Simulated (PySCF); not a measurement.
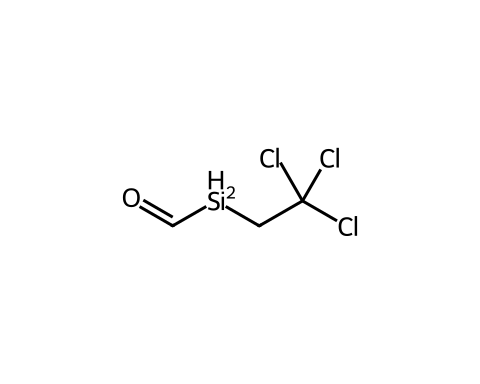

The geometry was computed by an optimisation with GFN2-xTB. No frequency run is at hand to confirm it as a minimum. Properties computed with PBE0/pcSseg-1, gas phase (PySCF 2.14.0).

Give the HOMO energy (Kohn–Sham orbital) at this level.

−7.25 eV.

What is the dipole moment?

2.06 D.

What is the LUMO energy (Kohn–Sham orbital)?

−1.67 eV.

The geometry is semi-empirical. Around Si such bond lengths and angles can be off by a tenth of an ångström or more and by several degrees, and values that hang on the shape move with them.
